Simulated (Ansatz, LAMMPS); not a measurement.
## Electronic structure of K+ BF4- in propylene carbonate and diethyl carbonate at 330 K (197 atoms)

What does DFT give for K+ BF4- in propylene carbonate and diethyl carbonate at 330 K (197 atoms) as built?

Main program and level: Ansatz 0.2.0; Kohn-Sham DFT, r2SCAN+D4, PAW (set soft_2), plane waves.

**1. The structure**

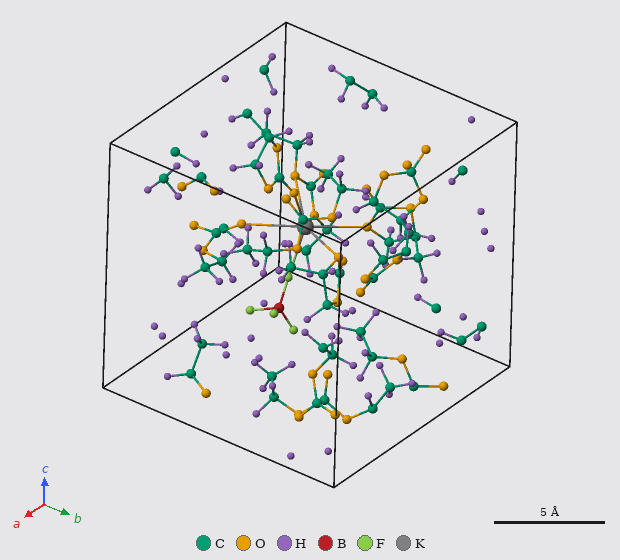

The starting structure, seen from a free direction (carbon teal, oxygen orange, hydrogen purple, boron red, fluorine green, potassium grey). Bonds to atoms that aren't drawn are left out. Some periodic images of atoms are drawn too.

The cell holds 197 atoms: 55 C, 36 O, 100 H, 1 B, 4 F and 1 K. Its edges and angles: a = 13.265 Å, b = 13.265 Å, c = 13.265 Å, α = 90.0°, β = 90.0°, γ = 90.0°. 5 propylene carbonate, 7 diethyl carbonate, 1 K+, 1 BF4- placed at random, at 1.04 g/cm³; overlaps pushed apart, then 10 ps at 550 K with stiff harmonic cages for PF6 and BF4 with UFF radii; Joung-Cheatham ions (J. Phys. Chem. B 112, 9020 (2008)); MMFF94 bonds, angles, torsions, charges and radii (Halgren, J. Comput. Chem. 17, 490 (1996)) in harmonic and 12-6 forms; charges of ions scaled by 0.8. Snapshot after 30 ps at 330 K and fixed volume.

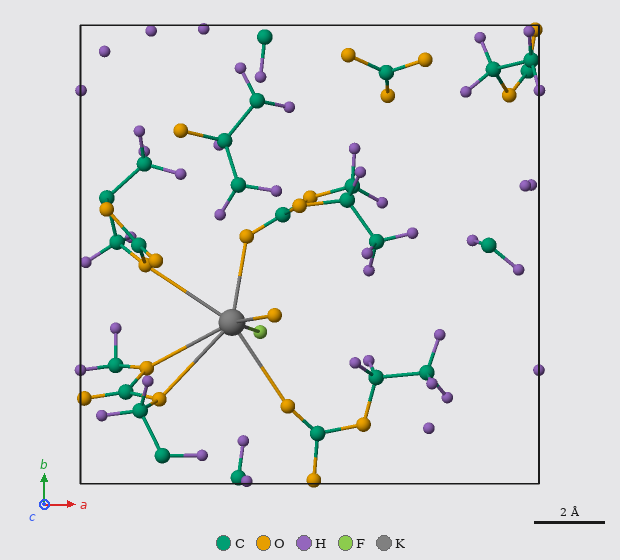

A slice 6 Å thick through the middle of the cell. Bonds to atoms that aren't drawn are left out.

Before any run, some limits are plain. The network of contacts between molecules at the start is that of the classical potential that made the cell, and needn't be the one that DFT or experiment would give. The density was typed from a rule of thumb and may lie off the real one at this temperature. Only the Γ point is sampled, in a cell whose shortest periodic width is 13 Å.

**2. The classical run that made the cell**

A classical potential supplies the starting structure, since it reaches far longer times than DFT.

This step: classical MD, stiff harmonic cages for PF6 and BF4 with UFF radii; Joung-Cheatham ions (J. Phys. Chem. B 112, 9020 (2008)); MMFF94 bonds, angles, torsions, charges and radii (Halgren, J. Comput. Chem. 17, 490 (1996)) in harmonic and 12-6 forms; charges of ions scaled by 0.8 (LAMMPS 22 Jul 2025 - Update 4).

File in.lmp:

```
# K+ BF4- in propylene carbonate and diethyl carbonate
units real
atom_style full
boundary p p p
bond_style harmonic
angle_style harmonic
dihedral_style opls
improper_style harmonic
special_bonds lj 0 0 0.5 coul 0 0 0.75
read_data data.lmp
neigh_modify delay 0 every 1 check yes one 4000
comm_modify cutoff 12.0
timestep 0.5
thermo_style custom step time temp pe press density
thermo_modify norm yes
# push overlapping molecules apart
pair_style soft 2.6
pair_coeff * * 0.0
variable a equal ramp(1,60)
fix ad all adapt 1 pair soft a * * v_a
velocity all create 550 238320 mom yes dist gaussian
fix lim all nve/limit 0.03
fix lan all langevin 550 550 50 238321 zero yes
thermo 1000
run 3000 post no
unfix ad
pair_style lj/cut/coul/long 9.0
pair_modify mix arithmetic tail yes
pair_coeff 1 1 0.0678 3.3680   # C
pair_coeff 2 2 0.0763 3.0430   # O
pair_coeff 3 3 0.0678 3.4070   # C
pair_coeff 4 4 0.0763 2.9870   # O
pair_coeff 5 5 0.0216 2.5400   # H
pair_coeff 6 6 0.1800 3.6375   # B
# [... 20 lines left out ...]
compute msd all msd com yes
thermo 7500
fix md all nvt temp 330 330 100
run 30000 post no
print "== T330: mean square displacement over the hold $(c_msd[4]:%.2f) A^2"
unfix md
uncompute msd
write_dump all custom T330.dump id type xs ys zs modify sort id
```

Launch:

```console
> lmp -in in.lmp -log none -nocite
```

What it wrote:

```text
LAMMPS (22 Jul 2025 - Update 4)
Reading data file ...
  orthogonal box = (0 0 0) to (13.26501 13.26501 13.26501)
  197 atoms
  orthogonal box = (0 0 0) to (13.26501 13.26501 13.26501)
  194 bonds
  318 angles
  336 dihedrals
  12 impropers
WARNING: Bond/angle/dihedral extent > half of periodic box length
   Step          Time           Temp          PotEng         Press         Density
         0   0              550            0.21409453     1947.7095      1.0410008
      1000   500            487.5077       1.5450163      446.83013      1.0410008
      2000   1000           523.43086      1.5695725      8692.206       1.0410008
      3000   1500           541.88758      1.5546083      18242.336      1.0410008
WARNING: Bond/angle/dihedral extent > half of periodic box length
Loop time of 0.365202 s on 1 MPI rank(s) for 3000 steps with 197 atoms
PPPM initialization ...
  G vector (1/distance) = 0.29768756
  grid = 8 8 8
  estimated relative force accuracy = 2.2435939e-05
WARNING: Bond/angle/dihedral extent > half of periodic box length
   Step          Time           Temp          PotEng         Press         Density
      3000   1500           541.88758     -1.1090757      1459.9315      1.0410008
[... 17 lines left out ...]
Loop time of 1.20292 s on 1 MPI rank(s) for 2000 steps with 197 atoms
WARNING: Bond/angle/dihedral extent > half of periodic box length
   Step          Time           Temp          PotEng         Press         Density
      2000   1000           453.53847     -1.5852532      4493.1801      1.0410008
[... 5 lines left out ...]
WARNING: Bond/angle/dihedral extent > half of periodic box length
Loop time of 6.32069 s on 1 MPI rank(s) for 10000 steps with 197 atoms
WARNING: Bond/angle/dihedral extent > half of periodic box length
   Step          Time           Temp          PotEng         Press         Density
[... 4 lines left out ...]
WARNING: Bond/angle/dihedral extent > half of periodic box length
Loop time of 3.09191 s on 1 MPI rank(s) for 5000 steps with 197 atoms
WARNING: Bond/angle/dihedral extent > half of periodic box length
   Step          Time           Temp          PotEng         Press         Density
[... 2 lines left out ...]
     30000   29000          348.85334     -2.1170751      779.7219       1.0410008
     37500   36500          273.40807     -2.0743522     -2471.3499      1.0410008
     45000   44000          345.64315     -2.1269512      2790.6072      1.0410008
     47000   46000          271.08732     -2.1207389      349.83317      1.0410008
WARNING: Bond/angle/dihedral extent > half of periodic box length
Loop time of 18.8258 s on 1 MPI rank(s) for 30000 steps with 197 atoms
== T330: mean square displacement over the hold 9.92 A^2
```

Elapsed: 30 s, on 1 thread of Arm Neoverse V2, shared host; peak memory 0.13 GiB.

The input also reads data.lmp (atoms, bonds and types; not printed here).

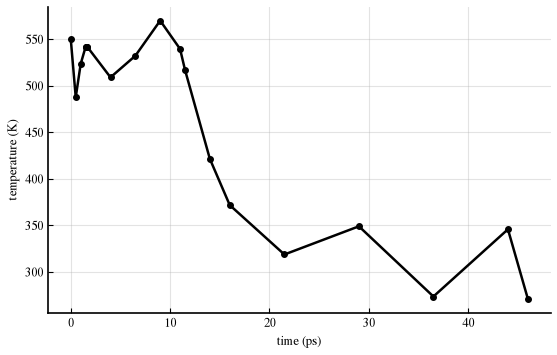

Temperature against time.

(Continued in part 2 of 3.)

[Logs are printed without paths, hosts, clocks, repeated set-up lines and the standing remarks that a program may print on its own settings, such as how far it seeks lower states.]

[Hosts, paths, dates, database ids (printed as entryN), source tags and the programs' standing remarks are cut or masked in the printed files.]

[The MMFF94 radii named for the starting cell were scaled by 0.96; in molecules described by MMFF94, hydrogen bound to N, O or S took a small fixed 12-6 site in their place.]
